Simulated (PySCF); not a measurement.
C₃H₈O₂SSi, SMILES CSC[SiH2]C(=O)O, GFN2-xTB optimised geometry. Atoms within 1.6 Å of the plane z = 0.0 Å (x, y, z in Å): C1 (1.42, -2.01, 0.00), S2 (-0.39, -2.01, 0.00), C3 (-0.72, -0.21, 0.00), C5 (-0.87, 2.43, 1.58), O6 (-1.30, 3.03, 0.63), H8 (1.73, -3.03, -0.16), H9 (1.79, -1.65, 0.96), H10 (1.78, -1.38, -0.81), H11 (-0.21, 0.22, -0.87), H12 (-1.79, -0.13, -0.18).

Level of theory: CAM-B3LYP/def2-TZVP (PySCF 2.14.0). Cells within 0.4 Å of a nucleus heavier than hydrogen are left out (blank, or x).

Map of the log10 of the electron density (e/bohr³), floored at −4 on the plane z = 0.0 Å:

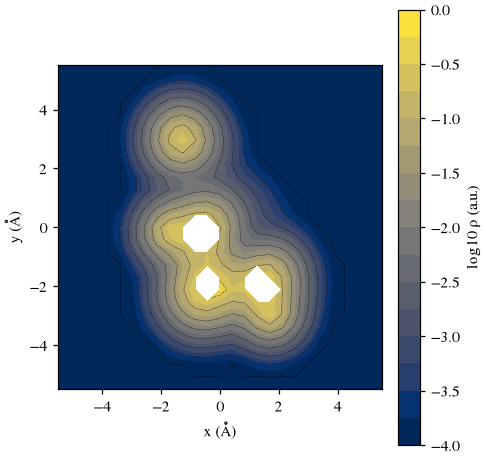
Fig. 1. Log10 of the electron density (e/bohr³), floored at −4 on the plane z = 0.0 Å.
